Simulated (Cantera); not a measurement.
A closed system holds: 1 mol SiC, 0.013 mol Si, a varied amount of H₂, equilibrated at 2175 K and 1.60 Pa.

These are equilibrium values from Cantera (NASA tables, ideal gas, pure condensed phases), not measurements of a reactor. Candidate condensed phases: C, C₆H₆, C₇H₈, C₈H₁₈, Si, SiC; 87 gas species. The numbers say what is thermodynamically allowed, not how fast it happens.

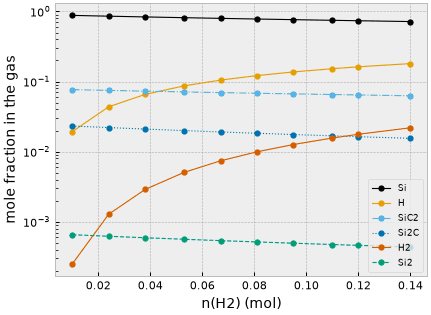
Fig. 1. Equilibrium gas composition (values under 1e-9 drawn at 1e-9)

Q: Read off the mole fractions at 0.11 mol H₂.

A: Si about 0.75, H about 0.15, SiC₂ about 0.065, Si₂C about 0.017, H₂ about 0.016, Si₂ about 0.00047.
